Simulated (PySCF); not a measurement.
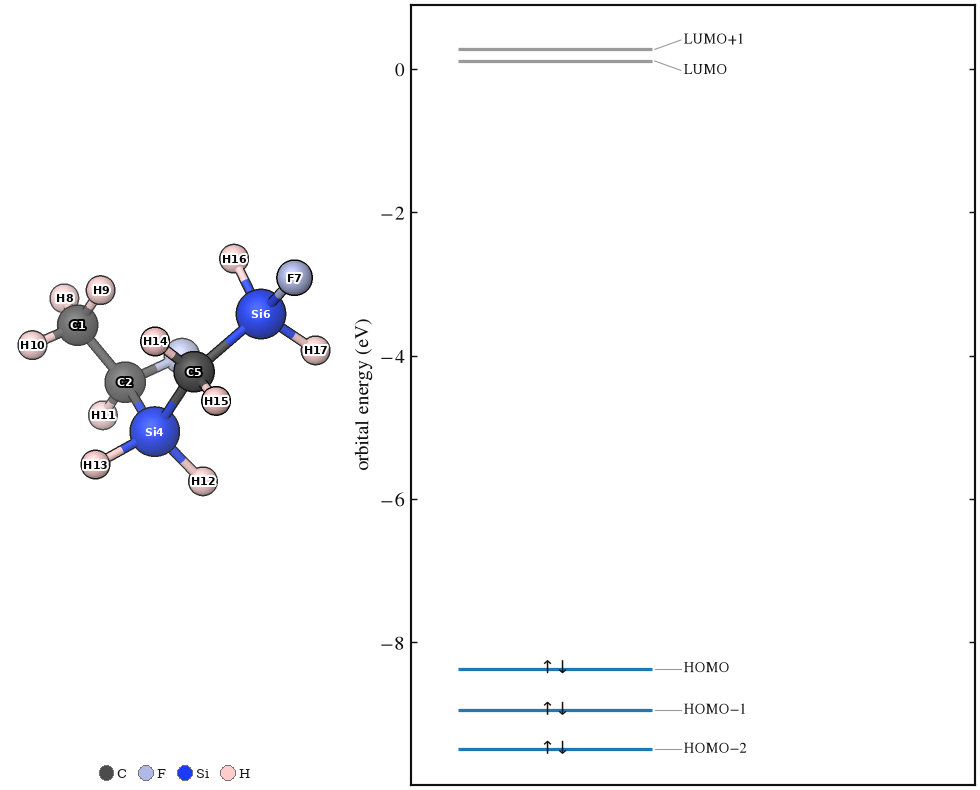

C₃H₁₀F₂Si₂, SMILES C[C@@H](F)[SiH2]C[SiH2]F. Kohn-Sham orbital energies near the frontier, PBE0/def2-SVPD in PySCF, at a GFN2-xTB geometry (no frequency check), isolated molecule; empty levels in grey, levels within 0.03 eV side by side.

Question: Where do the frontier orbitals lie?

Answer: HOMO at −8.37 eV, LUMO at 0.11 eV, 8.48 eV apart.

Question: List the levels with the atoms that carry most of them (a dash for levels above zero or within 0.03 eV of another, where shares mean little).

Answer:
| orbital | energy (eV) | Löwdin shares |
| --- | --- | --- |
| LUMO+1 | 0.27 | – |
| LUMO | 0.11 | – |
| HOMO | −8.37 | C2 29 %, F3 20 %, Si4 19 % |
| HOMO−1 | −8.95 | C5 36 %, Si6 15 %, Si4 14 % |
| HOMO−2 | −9.49 | Si6 30 %, H17 20 %, H16 20 % |

Note: the tight-binding geometry is rougher than a DFT one and adds to the error; one conformer of a flexible molecule; empty levels above zero depend strongly on the basis.
